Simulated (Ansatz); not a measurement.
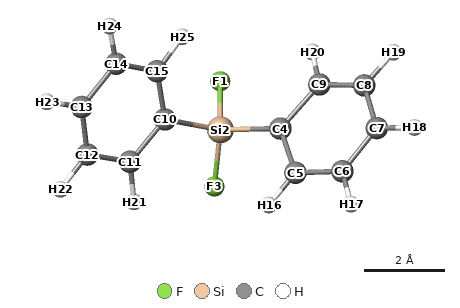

This is the input geometry for a relaxation of C12H10F2Si (coarse preliminary run). The picture is a ball-and-stick view, seen at a tilt.

The start comes from a force field.

These are results of RKS PBE-D4/def2-SVP (Ansatz 0.2.0), not measurements.

The input:
```yaml
crystal:
  periodic: [false, false, false]
  atoms:
    - {symbol: F, position_ang: [1.904500, -1.746700, 1.651600]}
    - {symbol: Si, position_ang: [1.013700, -1.454100, 0.298300]}
    - {symbol: F, position_ang: [1.178700, -2.655000, -0.750600]}
    - {symbol: C, position_ang: [-0.721800, -1.237000, 0.708200]}
    - {symbol: C, position_ang: [-1.770200, -1.213700, -0.320000]}
    - {symbol: C, position_ang: [-3.125000, -1.034200, 0.010100]}
    - {symbol: C, position_ang: [-3.499100, -0.932100, 1.343800]}
    - {symbol: C, position_ang: [-2.538400, -0.958700, 2.351300]}
    - {symbol: C, position_ang: [-1.219200, -1.114500, 2.091100]}
    - {symbol: C, position_ang: [1.546000, 0.160900, -0.470000]}
    - {symbol: C, position_ang: [1.833200, 0.223800, -1.847200]}
    - {symbol: C, position_ang: [2.252100, 1.434900, -2.445000]}
    - {symbol: C, position_ang: [2.282100, 2.611500, -1.710700]}
    - {symbol: C, position_ang: [2.016200, 2.554500, -0.316000]}
    - {symbol: C, position_ang: [1.651200, 1.326200, 0.268600]}
    - {symbol: H, position_ang: [-1.485300, -1.261000, -1.333400]}
    - {symbol: H, position_ang: [-3.854400, -0.990700, -0.784200]}
    - {symbol: H, position_ang: [-4.589400, -0.795600, 1.596800]}
    - {symbol: H, position_ang: [-2.886800, -0.897800, 3.403300]}
    - {symbol: H, position_ang: [-0.547500, -1.144000, 2.882100]}
    - {symbol: H, position_ang: [1.754400, -0.659000, -2.510900]}
    - {symbol: H, position_ang: [2.484100, 1.424400, -3.539100]}
    - {symbol: H, position_ang: [2.656300, 3.549400, -2.197600]}
    - {symbol: H, position_ang: [2.117600, 3.459400, 0.257000]}
    - {symbol: H, position_ang: [1.473800, 1.324900, 1.343000]}
basis:
  gaussian: {orbitals: def2-SVP}
hamiltonian: {xc: pbe, dispersion: d4}
relax: {f_tol: 0.03, max_steps: 200}
```

Command:
```bash
ansatz run in.yaml --threads 11 --pin off --events-out ev --progress --plain --max-ram 174080MiB --backend cuda --devices 0, --max-vram 75GiB
```

Where does the relaxation end?

The energy falls by 0.665 eV in 18 accepted moves (20 points after the start). The largest force component goes from 4 to 0.015 eV/Å. The line search rejected the trial steps at points 10, 16 of the run. The largest move after the best rigid fit is that of H25, 1.22 Å. By element the largest moves are H 1.22 Å, C 0.71 Å, Si 0.20 Å, F 0.17 Å. Some distances before and after: Si2–C4 1.796 → 1.861 Å, C9–H20 1.038 → 1.101 Å, C4–C5 1.469 → 1.414 Å, C8–C9 1.354 → 1.402 Å. Bond angles that change, for instance: C4–Si2–C10 105.4° → 114.2°, F1–Si2–F3 110.4° → 104.5°, C5–C4–C9 114.5° → 118.8°. Groups turn about Si2–C4 by about 30°, Si2–C10 by about 30°.

Step by step:

```json
{"step": "0", "E − E(0), eV": "0.0000", "largest force component, eV/Å": "3.9567", "note": ""}
{"step": "1", "E − E(0), eV": "-0.4992", "largest force component, eV/Å": "1.4557", "note": ""}
{"step": "2", "E − E(0), eV": "-0.5923", "largest force component, eV/Å": "0.3147", "note": ""}
{"step": "3", "E − E(0), eV": "-0.6093", "largest force component, eV/Å": "0.0302", "note": ""}
{"step": "4", "E − E(0), eV": "-0.6116", "largest force component, eV/Å": "0.0406", "note": ""}
{"step": "5", "E − E(0), eV": "-0.6159", "largest force component, eV/Å": "0.0895", "note": ""}
{"step": "6", "E − E(0), eV": "-0.6188", "largest force component, eV/Å": "0.0831", "note": ""}
{"step": "7", "E − E(0), eV": "-0.6228", "largest force component, eV/Å": "0.1262", "note": ""}
{"step": "8", "E − E(0), eV": "-0.6270", "largest force component, eV/Å": "0.1100", "note": ""}
{"step": "9", "E − E(0), eV": "-0.6349", "largest force component, eV/Å": "0.1499", "note": ""}
{"step": "10", "E − E(0), eV": "-0.6324", "largest force component, eV/Å": "0.2558", "note": "rejected"}
{"step": "11", "E − E(0), eV": "-0.6432", "largest force component, eV/Å": "0.0716", "note": ""}
{"step": "12", "E − E(0), eV": "-0.6478", "largest force component, eV/Å": "0.0809", "note": ""}
{"step": "13", "E − E(0), eV": "-0.6531", "largest force component, eV/Å": "0.0874", "note": ""}
{"step": "14", "E − E(0), eV": "-0.6565", "largest force component, eV/Å": "0.0806", "note": ""}
{"step": "15", "E − E(0), eV": "-0.6609", "largest force component, eV/Å": "0.0744", "note": ""}
{"step": "16", "E − E(0), eV": "-0.6524", "largest force component, eV/Å": "0.3668", "note": "rejected"}
{"step": "17", "E − E(0), eV": "-0.6628", "largest force component, eV/Å": "0.0250", "note": ""}
{"step": "18", "E − E(0), eV": "-0.6642", "largest force component, eV/Å": "0.0233", "note": ""}
{"step": "19", "E − E(0), eV": "-0.6646", "largest force component, eV/Å": "0.0315", "note": ""}
{"step": "20", "E − E(0), eV": "-0.6648", "largest force component, eV/Å": "0.0146", "note": ""}
```

The structure at the end:

```xyz
25

F     1.7964   -1.6293    1.5977
Si    0.9060   -1.2876    0.2642
F     1.1577   -2.5624   -0.7355
C    -0.8694   -1.1744    0.8112
C    -1.8398   -0.5703   -0.0211
C    -3.1802   -0.4919    0.3838
C    -3.5673   -1.0129    1.6294
C    -2.6128   -1.6069    2.4711
C    -1.2726   -1.6858    2.0658
C     1.5313    0.2269   -0.6184
C     2.3807    0.1092   -1.7421
C     2.8575    1.2529   -2.3989
C     2.4891    2.5292   -1.9433
C     1.6383    2.6621   -0.8339
C     1.1612    1.5183   -0.1774
H    -1.5431   -0.1518   -0.9968
H    -3.9271   -0.0212   -0.2738
H    -4.6190   -0.9498    1.9489
H    -2.9158   -2.0102    3.4497
H    -0.5255   -2.1476    2.7300
H     2.6676   -0.8903   -2.1043
H     3.5200    1.1493   -3.2721
H     2.8623    3.4266   -2.4607
H     1.3442    3.6624   -0.4804
H     0.4871    1.6314    0.6874
```

After the run, drawn alike:

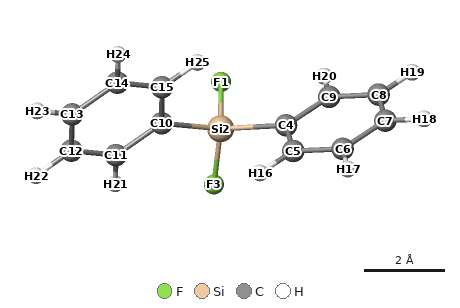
